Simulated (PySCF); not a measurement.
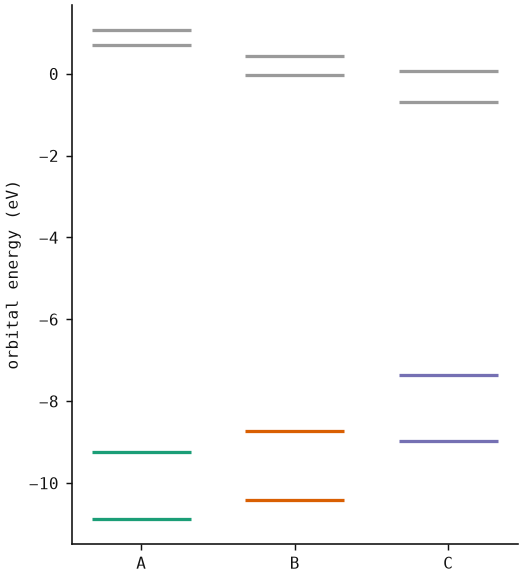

Frontier orbital energies of PH₃O (trivalent P–OH tautomer), SMILES OP at one geometry, aug-cc-pVTZ, PySCF, at a PBE0-D3(BJ)/def2-TZVP geometry (no frequency check). Empty levels are grey, levels within 0.1 eV stand side by side; all columns show the same few orbitals around the gap.

**The columns come from CAM-B3LYP, PBE0 and ωB97X-D. Which is which?**

A: ωB97X-D (HOMO −9.24, LUMO 0.71, separation 9.95 eV)
B: CAM-B3LYP (HOMO −8.73, LUMO −0.03, separation 8.70 eV)
C: PBE0 (HOMO −7.35, LUMO −0.69, separation 6.66 eV)

Caveats, for all or some of the runs: empty levels above zero depend strongly on the basis.
